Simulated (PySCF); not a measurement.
**C$_{5}$H$_{11}$O$_{2}$PSi: density, localisation and related maps**

```xyz
20

C    -0.9655    0.0143    1.5903
C    -0.8040    0.1561    0.2792
O    -1.7947    0.3532   -0.6392
C    -3.1237    0.4267   -0.1752
Si    0.8637    0.1354   -0.6358
P     0.6274    0.8797   -2.7394
C     2.0592   -1.3268   -0.3209
C     2.9161   -0.2588    0.3492
O     2.0883    0.8936    0.1973
H    -1.9192    0.0450    2.0896
H    -0.1029   -0.1303    2.2127
H    -3.7441    0.5756   -1.0573
H    -3.2553    1.2681    0.5121
H    -3.4173   -0.5008    0.3260
H    -0.3935   -0.0054   -3.0272
H    -0.2548    1.8769   -2.3707
H     2.5276   -1.7796   -1.1872
H     1.7288   -2.1052    0.3572
H     3.8670   -0.0781   -0.1520
H     3.0917   -0.4289    1.4119
```

Geometry: GFN2-xTB.

Theory: PySCF 2.14.0, PBE0/pcSseg-1, SCF density, gas phase, non-relativistic.

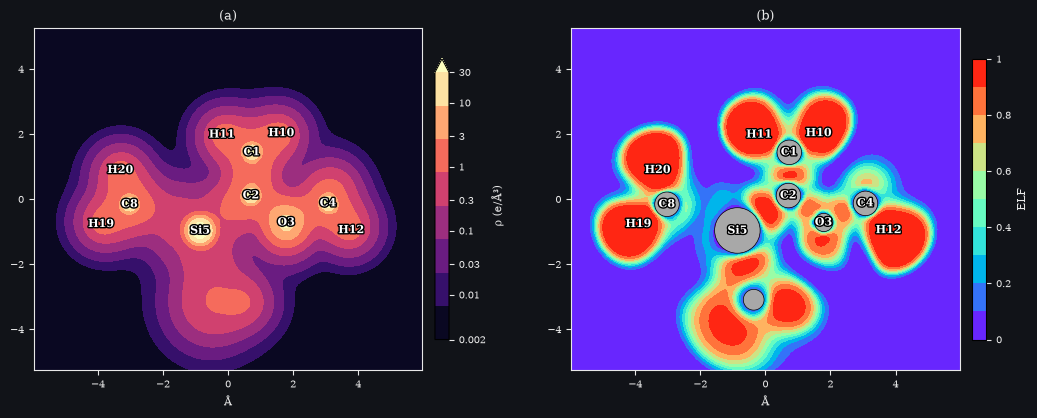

Figure 1. (a) electron density; (b) electron localisation function on the plane of atoms O3, C4 and H12. Grey discs cover the atomic cores in the ELF map.

### Describe what can be read from this map.

The section cuts through C, O, Si and H sites. C–C (1.33 Å): the density is about 2.3 e/Å³ at the midpoint; the ELF peaks at about 0.95 between the atoms: a short, multiple covalent bond. C–O (1.37 Å): ρ at the midpoint is about 2.3 e/Å³, with its minimum of 1.9 e/Å³ about 0.5 Å from C; the ELF peaks at about 0.90 between the atoms, as expected for a polar covalent bond. C–Si (1.90 Å): ρ at the midpoint is about 0.94 e/Å³; the ELF peaks at about 1 between the atoms: a covalent bond. C–H (1.07 Å): ρ at the midpoint is about 2 e/Å³; the ELF climbs to about 1 towards the hydrogen, as it does in any bond to H; an ordinary covalent bond to hydrogen. C–O (1.41 Å): ρ is about 2 e/Å³ halfway, with its minimum of 1.8 e/Å³ about 0.5 Å from C; the ELF peaks at about 0.90 between the atoms: a polar covalent bond. The ELF also peaks beside P6 and O3, away from the bonds: lone-pair regions.

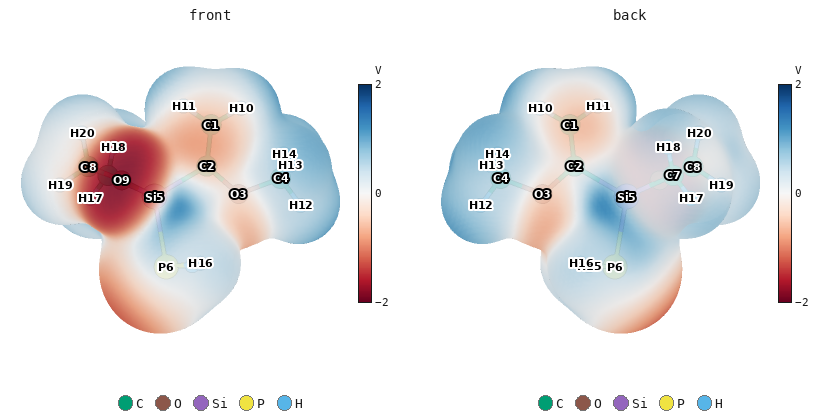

Figure 2. The molecular electrostatic potential painted on the density surface at 0.002 e/bohr³, seen from the front and from behind; red is negative and blue positive.

### Describe the electrostatic potential map.

The most negative region (about −1.8 V) lies over O9, the most positive (about +1.1 V) over Si5. O9 is the likeliest acceptor of a hydrogen bond.

### What dipole moment does the calculation give?

Its dipole moment is 3.02 D.
